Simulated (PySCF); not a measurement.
Consider C₆H₁₀O₂ (SMILES C/C=C/COC(C)=O).

Input file:

```
{"job": {"kind": "uv", "xc": "B3LYP", "basis": "def2-SVPD", "nstates": 8, "ntriplets": 3}, "charge": 0, "multiplicity": 1}
C     -2.838402     0.931840    -0.032310
C     -1.469386     0.346942    -0.113268
C     -1.207367    -0.947086    -0.064292
C      0.155959    -1.568568    -0.129649
O      1.198240    -0.629557    -0.374483
C      1.832960    -0.118869     0.686707
C      2.899307     0.854248     0.253425
O      1.590778    -0.414753     1.826185
H     -3.591903     0.152574     0.050026
H     -3.043896     1.531541    -0.918582
H     -2.914189     1.587532     0.834668
H     -0.661518     1.059168    -0.218380
H     -2.004490    -1.670554     0.041187
H      0.203404    -2.287519    -0.954062
H      0.362375    -2.090666     0.814365
H      2.696872     1.825959     0.697644
H      2.919665     0.932365    -0.828633
H      3.862831     0.511721     0.623515
```

Run with:

```sh
OMP_NUM_THREADS=1 python probes_run.py task.json out
```

Geometry: GFN2-xTB.

Theory: PySCF, B3LYP/def2-SVPD, SCF density, gas phase.

Predict the electron density and electron localisation function between the atoms.

C–C (1.32 Å): ρ is about 2.3 e/Å³ halfway; the ELF peaks at about 0.90 between the atoms; a short, multiple covalent bond.
C–H (1.08 Å): ρ at the midpoint is about 2 e/Å³; the ELF climbs to about 1 towards the hydrogen, as it does in any bond to H; a covalent bond by its length.
C–C (1.49 Å): ρ is about 1.7 e/Å³ halfway; the ELF peaks at about 0.95 between the atoms (a shared electron pair).

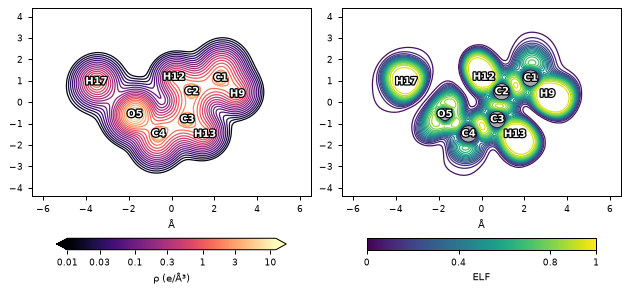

Computed electron density and electron localisation function on the plane of atoms C3, C4 and O5, in this order. Grey discs cover the atomic cores in the ELF map. 
